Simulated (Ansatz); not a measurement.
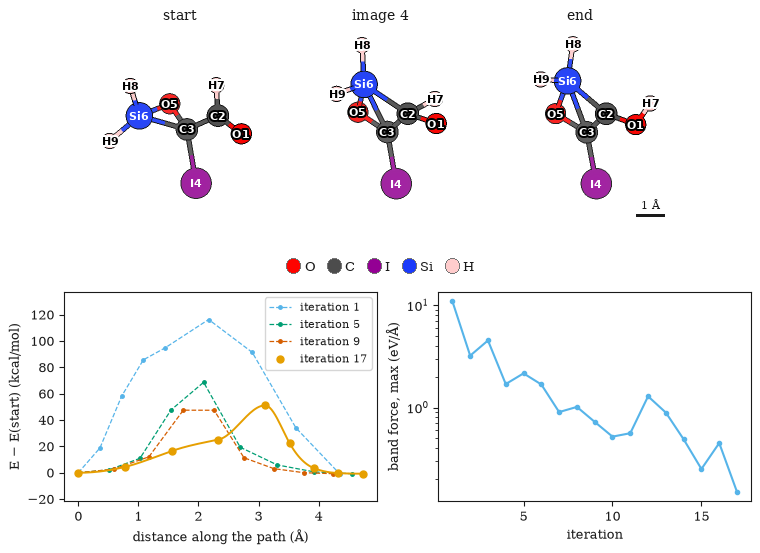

A search for the minimum-energy path of C₂H₃IO₂Si by the nudged elastic band. Images are numbered from 0 (start) to 8 (end). The plot follows the band through its iterations. The picture is a ball-and-stick view, seen from a free direction.

Theory: RKS PBE-D4/def2-SVP in Ansatz 0.2.0. Run with 7 movable images; climbing image; force threshold 0.2 eV/Å; iteration limit 59; starting path through a guess of the saddle point.

Did the band converge, and can the barrier be trusted?

The run met only a loose threshold, so the barrier can't be trusted yet. The band converged in 17 iterations. The largest component of the band force went from 11 to 0.15 eV/Å. The climbing image converged on the top of the path. Its curvatures weren't checked. The force threshold is so loose that the height of the top is at best an upper bound. The first iteration put the highest image at 116.4 kcal/mol. The energy climbs by 51.1 kcal/mol to image 4 and then falls by 51.8 kcal/mol, so the end point sits at −0.7 kcal/mol.
